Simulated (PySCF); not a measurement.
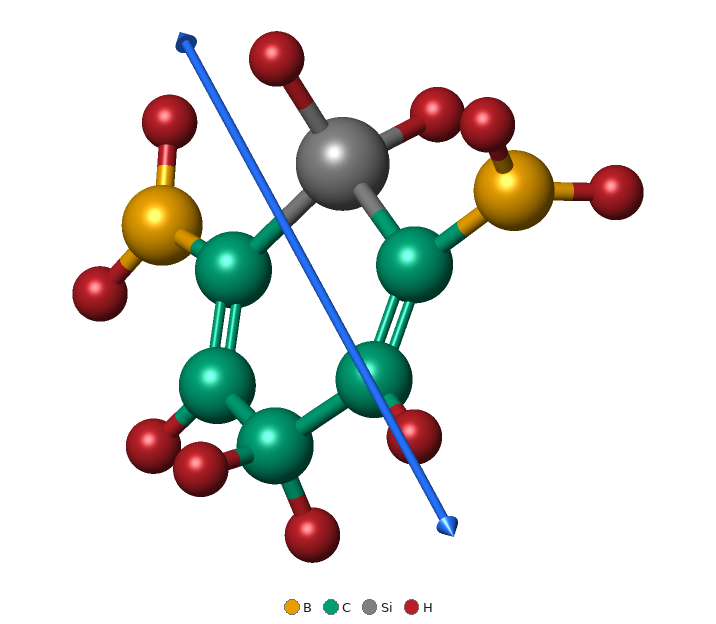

The double arrow shows the direction of the transition dipole to excited singlet state 6 (its length means nothing). Computed geometry: GFN2-xTB optimisation. No frequency run is at hand to confirm it as a minimum. Properties computed with TDDFT ωB97X-D/def2-SVPD, vertical, gas phase, core orbitals frozen in the response (PySCF 2.14.0).

> Where does the transition lie, and how strong is it?

5.85 eV (212 nm), oscillator strength 0.097, mainly HOMO−2 → LUMO (weight 0.73); transition dipole 2.09 D.

The geometry is semi-empirical. Around B, Si such bond lengths and angles can be off by a tenth of an ångström or more and by several degrees, and values that hang on the shape move with them.
